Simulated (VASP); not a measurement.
Band structure of HfMn (space group R-3m). Calculation: PBE GGA, VASP's PBE PAW potentials (set 64) (plane waves; VASP).

The moments were started parallel, and other spin orders were not tried in this run. Unless said otherwise, spin-orbit coupling is left out, though it shifts the bands of the heavy elements here.

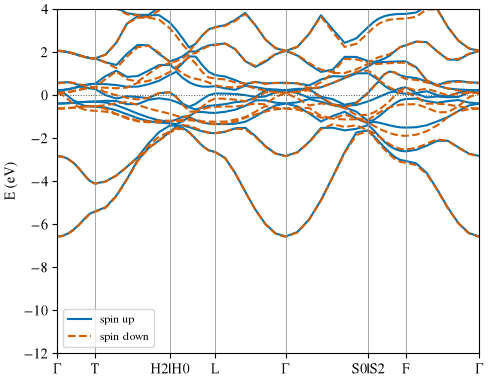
Figure: Bands along high-symmetry lines, zero at the valence-band maximum or, without a gap, the Fermi level

### Question
Read the plot: is there a gap, and where are the band edges?

### Answer
It has no gap at this level: it comes out as a metal or semimetal.

The structure was generated: HfMn was put into an ordered model structure, which need not be its known phase. The cell was not relaxed at this level. The k-mesh is coarse (spacing up to 0.39 per Å, 2π included), so the numbers may not be converged in it.
